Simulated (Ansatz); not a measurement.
**FH$_{5}$NSi$_{2}$ (SMILES F[SiH2]N[SiH2]) (doublet): density, localisation and related maps**

Input file:

```
crystal:
  periodic: [false, false, false]
  atoms:
    - {symbol: F, position_ang: [0.564414, 1.411675, -1.009953]}
    - {symbol: "N", position_ang: [0.105376, -0.794838, 0.628587]}
    - {symbol: Si, position_ang: [1.003354, -0.954590, 2.127123]}
    - {symbol: Si, position_ang: [-0.538384, 0.635495, -0.096736]}
    - {symbol: H, position_ang: [0.638632, 0.225131, 2.973185]}
    - {symbol: H, position_ang: [-0.942174, 1.567555, 0.984010]}
    - {symbol: H, position_ang: [0.122874, -1.618752, 0.026922]}
    - {symbol: H, position_ang: [-1.646029, 0.255544, -1.011547]}
    - {symbol: H, position_ang: [0.622237, -2.235990, 2.809039]}
basis:
  gaussian:
    orbitals: def2-TZVPD
magnetization:
  spin_polarized: true
  initial_magnetization: 1
hamiltonian:
  xc: pbe0
output: {forces: true, orbitals: {seedname: orbitals}}
```

Run with:

```sh
ansatz run input.yaml --threads 2 --pin off --max-ram 4350MiB --events-out events.jsonl --progress --plain --runs-dir runs
```

Geometry: r2SCAN-D4/def2-SVP.

All numbers below come from Ansatz 0.2.0, isolated molecule in a Gaussian basis; Kohn-Sham density functional theory, functional PBE0.

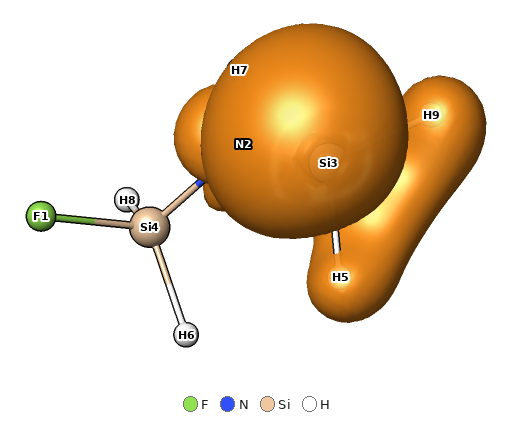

Figure 1. Isosurface of the spin density (α minus β) at +0.015 e/Å³ (orange), seen at a tilt.

Where is the unpaired spin?

The unpaired spin (1 electron) lies mostly on Si3 (about 0.8) and N2 (about 0.1), in electrons by Hirshfeld's partition.

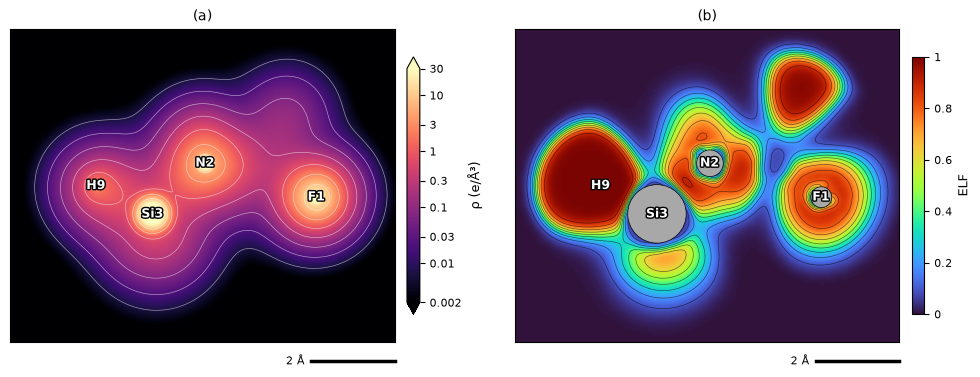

Figure 2. (a) electron density; (b) ELF on the plane of atoms N2, Si3 and H9. Grey discs cover the atomic cores in the ELF map.

Interpret the plot.

Atoms in the plane: F, N, Si and H. Si–N (1.75 Å): ρ is about 1 e/Å³ halfway; the ELF peaks at about 0.90 between the atoms (a shared but strongly polarised pair). Si–H (1.50 Å): the density is about 0.8 e/Å³ at the midpoint; the ELF climbs to about 1 towards the hydrogen, as it does in any bond to H. The ELF also peaks beside F1, away from the bonds: non-bonding electrons, paired or unpaired.

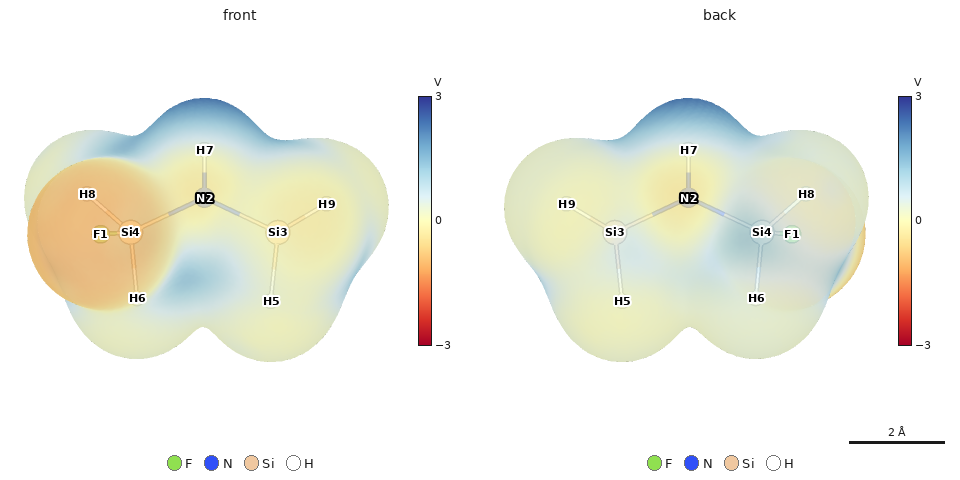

Figure 3. The molecular electrostatic potential painted on the density surface at 0.002 e/bohr³, seen from the front and from behind; red is negative and blue positive.

Which sites attract a positive test charge, and which a negative one?

A positive charge is drawn to the negative regions and a negative charge to the positive ones. The most negative region (about −1.0 V, or −23 kcal/mol for a unit charge) lies over F1, the most positive (about +2.3 V, or +53 kcal/mol for a unit charge) over H7.

How polar is the molecule by this calculation?

Its dipole moment is 1.71 D.

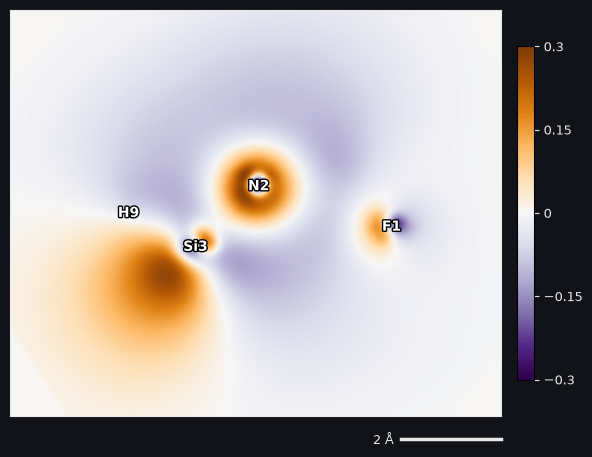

Figure 4. The LUMO (α) on the plane of atoms N2, Si3 and H9 (values in Å⁻³ᐟ²; the overall sign is arbitrary).

Where does this orbital lie, and at what energy?

By Hirshfeld shares it lies mainly on Si3 (about 35 %), Si4 (about 20 %), H7 (about 15 %) and N2 (about 10 %). Its energy is −0.36 eV.
